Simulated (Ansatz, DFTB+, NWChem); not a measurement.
## Computed against measured: dipole moment

6 molecules with nitrogen; the dipole moment in D, computed less measured. Shapes, held fixed at every level: PBE0-D4/def2-TZVP. No vibrational averaging. Dipoles are compared by magnitude; molecules under 1 D, whose direction can flip, are left out. Programs: Ansatz 0.2.0, DFTB+ 25.1, NWChem 7.3.0. A level may come from different programs for different species; with the same settings they agree closely. Measured values: NIST CCCBDB.

Levels: A = DFTB2-D4; B = HF/def2-SVP; C = PBE-D4/def2-TZVPP; D = PBE0/def2-SVP; E = wB97M-V/def2-TZVPP.

```csv
molecule,measured,A,B,C,D,E
HCN (hydrogen cyanide),2.98,-1.21,+0.21,-0.06,-0.09,+0.06
CH3N (SMILES C=N),2.00,-0.99,+0.20,-0.11,-0.07,+0.01
C2H5N (N-methylmethanimine),1.53,-0.76,+0.21,-0.17,-0.09,-0.02
C3H3NO (oxazole),1.50,-0.44,+0.02,+0.06,+0.05,+0.07
C2H7N (dimethylamine),1.03,-0.55,+0.06,-0.16,-0.07,-0.07
C4H5N (SMILES c1cc[nH]c1),1.84,+0.11,+0.18,+0.09,+0.19,+0.11
```

Sum up the errors.


| level | kind | mean error | mean absolute error | worst case |
| --- | --- | --- | --- | --- |
| DFTB2-D4 | semi-empirical | -0.640 | 0.677 | HCN |
| HF/def2-SVP | Hartree–Fock | +0.147 | 0.147 | HCN |
| PBE-D4/def2-TZVPP | GGA | -0.058 | 0.108 | C2H5N |
| PBE0/def2-SVP | global hybrid | -0.013 | 0.093 | C4H5N |
| wB97M-V/def2-TZVPP | range-separated hybrid | +0.027 | 0.057 | C4H5N |

On this set wB97M-V/def2-TZVPP has the smallest mean absolute error and DFTB2-D4 the largest. DFTB2-D4 is too low in 5 of 6; HF/def2-SVP is too high in 6 of 6; PBE-D4/def2-TZVPP is too low in 4 of 6; PBE0/def2-SVP is too low in 4 of 6; wB97M-V/def2-TZVPP is too high in 4 of 6. The tabulated value of C4H5N is in doubt (older tables, estimates, or at odds with other calculations) and kept here. Over the 5 molecules whose values aren't doubted the mean absolute errors are A 0.790; B 0.140; C 0.112; D 0.074; E 0.046. The set is small.

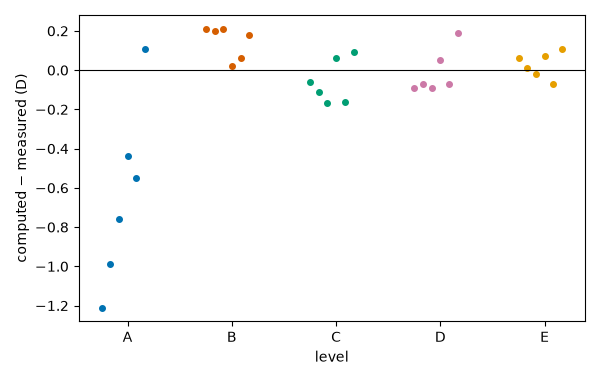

Errors of each level, one point a molecule.
